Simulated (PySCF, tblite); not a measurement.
# C₃HClNO radical: geometry, infrared bands and EPR parameters

Aim: predict the infrared bands and EPR parameters of C₃HClNO radical (`Clc1co[c]n1`).

The runs use tblite 0.8.0 and PySCF 2.14.0, with density-fitted response routines of our own; the level of theory stands in each step. All values are computed, except where a source is named. Atoms count from 0, in the outputs and in this text.

## Step 1: The molecule as given

7 atoms, charge 0, multiplicity 2; geometry from: force field or distance geometry start.

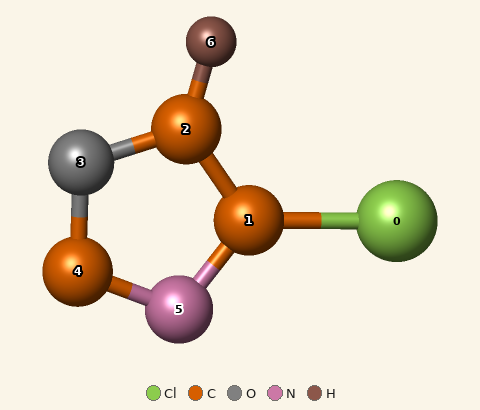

As it starts; chlorine green, carbon orange, oxygen grey, nitrogen pink, hydrogen brown, atoms numbered.

## Step 2: Relaxing the molecule with GFN2-xTB

The job: settings as JSON, then the geometry in Å.

```
{"job": {"kind": "relax", "xc": "GFN2-xTB", "basis": "xTB"}, "charge": 0, "multiplicity": 2}
Cl     2.359100    -0.613800     0.090700
C      0.593700    -0.395400     0.027700
C     -0.066600     0.793100    -0.050300
O     -1.356300     0.539700    -0.075500
C     -1.512100    -0.759900     0.018100
N     -0.335200    -1.363300     0.073700
H      0.320600     1.804500    -0.111400
```

Command:

```console
$ OMP_NUM_THREADS=1 python probes_run.py task.json out
```

This one command runs all jobs of the session in turn.

The log of the run:

```text
step      E/eV     max force
  0    -499.11854    3.092
  1    -499.31584    1.315
  2    -499.35742    0.743
  3    -499.37837    0.352
  4    -499.38810    0.243
  5    -499.39039    0.213
  6    -499.39348    0.180
  7    -499.39591    0.169
  8    -499.39786    0.132
  9    -499.39897    0.128
 10    -499.39960    0.095
 11    -499.39994    0.064
 12    -499.40015    0.043
 13    -499.40027    0.043
 14    -499.40033    0.026
 15    -499.40035    0.008
```

It took 0.07 s on 1 thread of Arm Neoverse V1, shared host.

Step by step:

```tsv
step	energy from step 0 (eV)	largest force (eV/Å)
0	0.0000	3.0917
1	-0.1973	1.3146
2	-0.2389	0.7428
3	-0.2598	0.3522
4	-0.2696	0.2430
5	-0.2719	0.2133
6	-0.2749	0.1795
7	-0.2774	0.1693
8	-0.2793	0.1320
9	-0.2804	0.1281
10	-0.2811	0.0953
11	-0.2814	0.0638
12	-0.2816	0.0426
13	-0.2817	0.0431
14	-0.2818	0.0263
15	-0.2818	0.0082
```

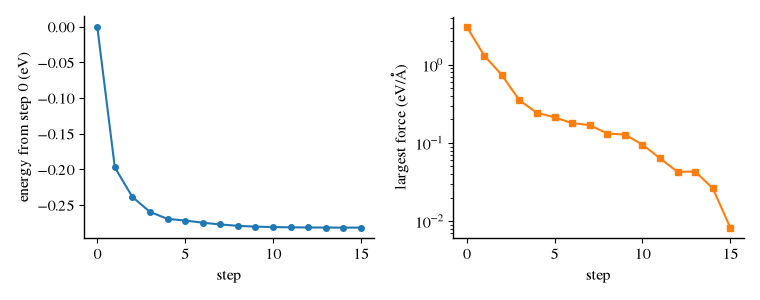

Energy and largest force along the relaxation.

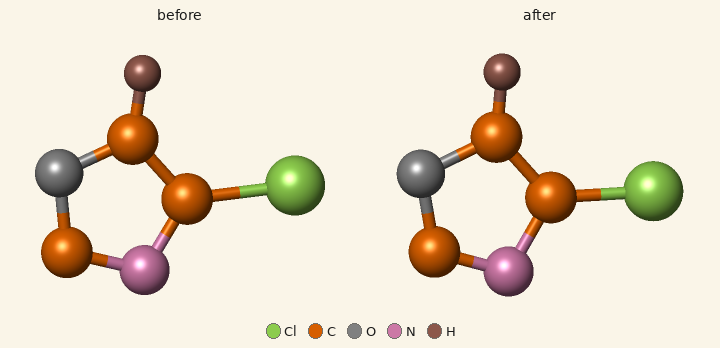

Before and after, at one scale.

Distances of close pairs at the start and the end, largest changes first:

```tsv
bond	before (Å)	after (Å)	change (Å)
Cl0–C1	1.780	1.683	-0.097
C2–O3	1.315	1.364	+0.050
C4–N5	1.324	1.274	-0.049
C1–N5	1.342	1.382	+0.039
C2–H6	1.085	1.069	-0.016
C1–C2	1.362	1.366	+0.004
O3–C4	1.312	1.313	+0.001
```

The final coordinates are the input of the step that follows.

## Step 3: Vibrational analysis with GFN2-xTB

The job: settings as JSON, then the geometry in Å.

```
{"job": {"kind": "ir", "xc": "GFN2-xTB", "basis": "xTB"}, "charge": 0, "multiplicity": 2}
Cl     2.269988    -0.682967     0.090794
C      0.617535    -0.368757     0.033814
C     -0.039426     0.825812    -0.057074
O     -1.373564     0.539873    -0.069407
C     -1.431019    -0.769027     0.013081
N     -0.317310    -1.385157     0.077353
H      0.277129     1.845127    -0.115639
```

The log of the run:

```text
mode    cm-1     km/mol
  1     245.7      0.09
  2     279.8      0.17
  3     467.2      6.16
  4     485.6      3.45
  5     601.4      1.50
  6     717.6     13.19
  7     869.6     12.99
  8     927.3     42.91
  9    1032.1     26.22
 10    1089.3      8.83
 11    1155.2     84.35
 12    1230.4     70.23
 13    1474.2      5.74
 14    1555.8     79.17
 15    3200.4      6.10
```

Wall time 0.15 s (1 thread of Arm Neoverse V1, shared host).

Which atoms move in the most intense modes:

```tsv
cm⁻¹	km/mol	atoms
718	13.2	H6 82 %, C2 16 %
870	13.0	O3 30 %, C4 29 %, N5 28 %
927	42.9	C2 30 %, N5 28 %, C1 18 %, O3 12 %
1032	26.2	H6 59 %, C2 18 %, O3 15 %
1089	8.8	O3 28 %, C2 26 %, H6 15 %, C1 12 %
1155	84.3	C1 50 %, N5 21 %, C4 13 %, O3 12 %
1230	70.2	C4 32 %, O3 28 %, C2 13 %
1556	79.2	C4 50 %, N5 37 %
```

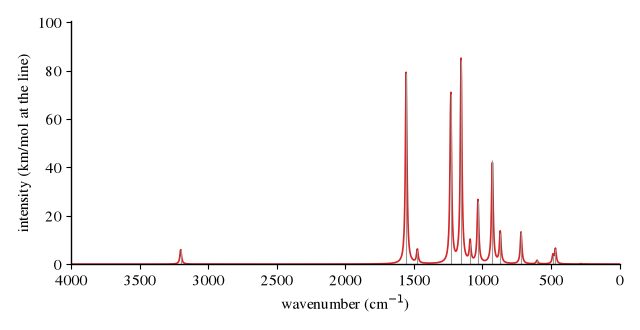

The infrared spectrum from these modes, unscaled. Lines are broadened to a width of 14 cm⁻¹ (Lorentzian).

## Step 4: g tensor and hyperfine couplings: B3LYP/pcH-1

Settings changed since step 3:

```diff
@@ -1,2 +1,2 @@
-{"job": {"kind": "ir", "xc": "GFN2-xTB", "basis": "xTB"}, "charge": 0, "multiplicity": 2}
+{"job": {"kind": "epr", "basis": "pcH-1"}, "charge": 0, "multiplicity": 2}
 Cl     2.269988    -0.682967     0.090794
```

Level: UKS B3LYP, pcH-1 on C Cl H N O, non-relativistic, mean-field spin-orbit, GIAO.

The log of the run:

```text
UKS, coarse grid
  cycle   1  E = -704.91624176  |g| = 4.00e-01
  cycle   2  E = -704.81050179  |g| = 6.57e-01
  cycle   3  E = -704.97375311  |g| = 7.45e-02
  cycle   4  E = -704.97472498  |g| = 6.03e-02
  cycle   5  E = -704.97627039  |g| = 1.48e-02
  cycle   6  E = -704.97636616  |g| = 9.13e-03
  cycle   7  E = -704.97641800  |g| = 2.41e-03
  cycle   8  E = -704.97642790  |g| = 1.50e-03
  cycle   9  E = -704.97643063  |g| = 5.65e-04
UKS, final grid
  cycle   1  E = -704.97643661  |g| = 5.92e-04
  cycle   2  E = -704.97643661  |g| = 8.26e-04
  cycle   3  E = -704.97643694  |g| = 1.81e-04
  cycle   4  E = -704.97643698  |g| = 1.51e-04
  cycle   5  E = -704.97643703  |g| = 9.15e-05
  cycle   6  E = -704.97643703  |g| = 1.28e-05
E = -704.97643703 Eh   <S^2> = 0.7582 (exact 0.7500)
g shifts (ppm)      1          2          3
  rmc          -202       -202       -202
  gc             31         26        -56
  oz_so       -1426       -342       2526
  total       -1597       -518       2268
hyperfine (MHz)  atom isotope    a_iso     a_fc   dipolar eigenvalues
    0  35Cl      -0.19      -0.25     -3.77     -1.66      5.43
    1   13C      70.11      70.04     -6.33     -4.41     10.75
    2   13C       7.53       7.51    -12.97     -0.85     13.83
    3   17O    -159.03    -159.00    -18.45      6.26     12.19
    4   13C     878.69     878.92    -67.14    -43.42    110.55
    5   14N      93.61      93.62     -8.24     -0.40      8.65
    6    1H       3.15       3.14     -4.13     -0.14      4.27
```

It took 27 s on 1 thread of Arm Neoverse V1, shared host; peak memory 0.58 GiB.

Principal g values 2.00072, 2.00180, 2.00459; g(iso) = 2.00237, against 2.00232 for a free electron.

Hyperfine couplings, nucleus by nucleus at this fixed geometry (no averaging over rotations):

```tsv
nuclei	isotope	a(iso) (MHz)	a(iso) (G, at g = 2.0023)	largest dipolar term (MHz)
C4	13C	878.7	313.5	110.6
O3	17O	-159.0	-56.7	-18.4
N5	14N	93.6	33.4	8.6
C1	13C	70.1	25.0	10.7
C2	13C	7.5	2.7	13.8
H6	1H	3.1	1.1	4.3
Cl0	35Cl	-0.2	-0.1	5.4
```

Mulliken spin populations:

```tsv
atom	value (e)
Cl0	0.01
C1	0.07
C2	0.00
O3	0.00
C4	0.91
N5	0.00
H6	0.00
```

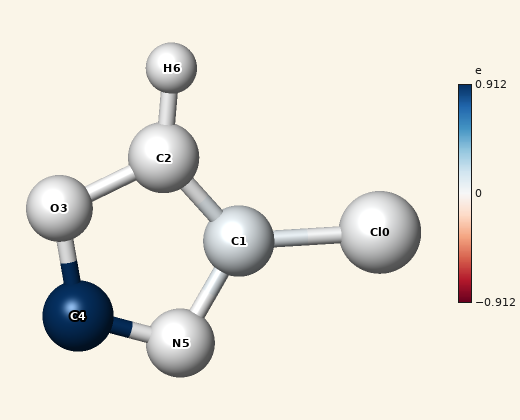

Mulliken spin populations, as colours on the atoms.

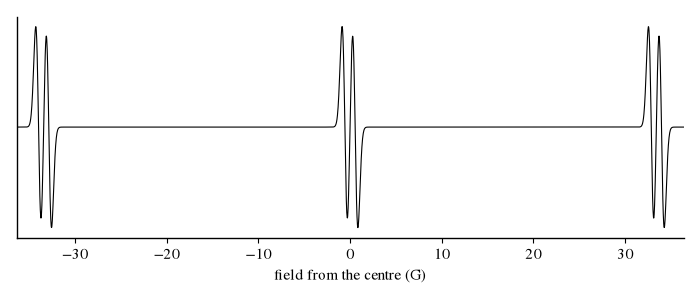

First-order isotropic spectrum (first derivative, main isotopes with spin only, couplings over 0.8 MHz, Gaussian width 0.3 G; couplings of the frozen geometry, rotation of groups not averaged beyond the rows shown).

The fields below are evaluated on a grid from the run's orbitals.

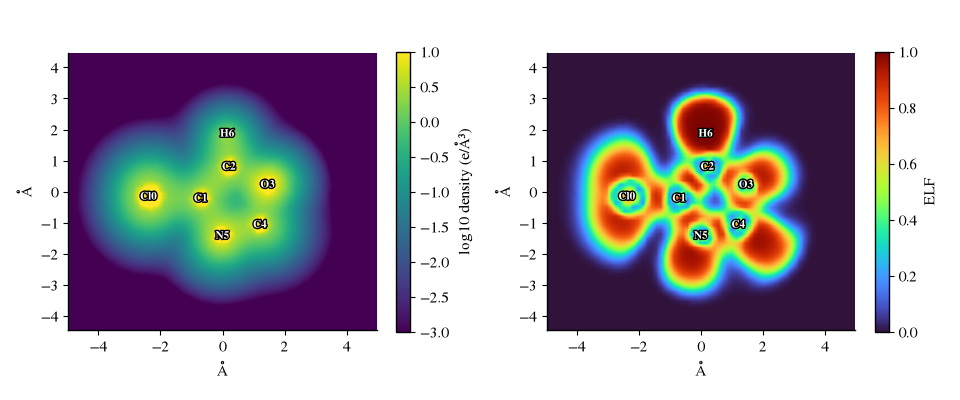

Density (left) and ELF (right) in a plane through or near 7 of the atoms.

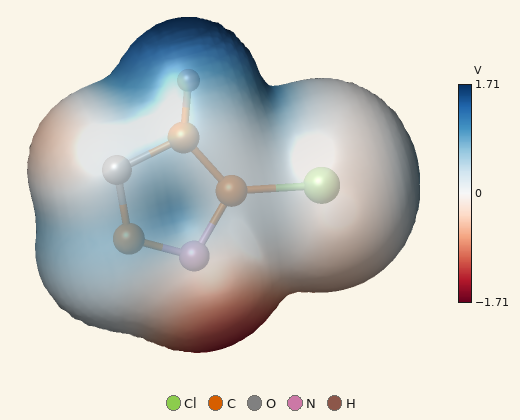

The potential that a unit positive charge feels on the 0.002 e/bohr³ surface, from -1.38 V near N5 to 1.71 V near H6.

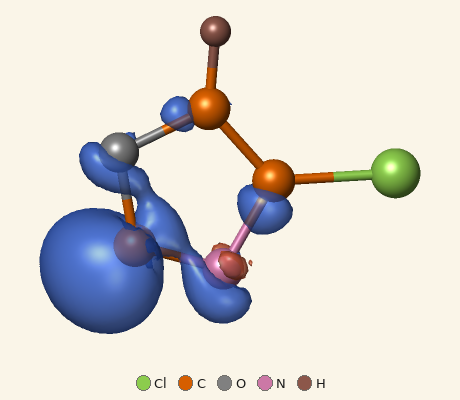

Spin density at ±0.05 e/Å³ (alpha excess blue, beta excess red).

## Step 5: Results

| quantity | value |
| --- | --- |
| strongest single infrared mode (GFN2-xTB) | 1155 cm⁻¹, 84 km/mol |
| zero-point energy (GFN2-xTB) | 21.9 kcal/mol |
| g(iso) (B3LYP) | 2.00237 |
| ⟨S²⟩ | 0.758 (exact 0.75) |
| largest a(iso) | 13C on C4, 878.7 MHz |
| surface potential, least and greatest | -1.38 V and 1.71 V |

In words: The optimisation took 15 steps and gained 0.282 eV; among the close pairs (by a distance rule), Cl0–C1 changed most, from 1.780 to 1.683 Å. All 15 modes are real, so the xTB geometry is a minimum. The strongest single mode, at 1155 cm⁻¹, moves mainly C1 and N5. GFN2-xTB is a fitted tight-binding method: band positions and strengths are rough. Its intensities can rank the bands wrongly. C4 carries the largest spin population, 0.91 e. The isotropic g lies 0.1 ppt above the free-electron value.
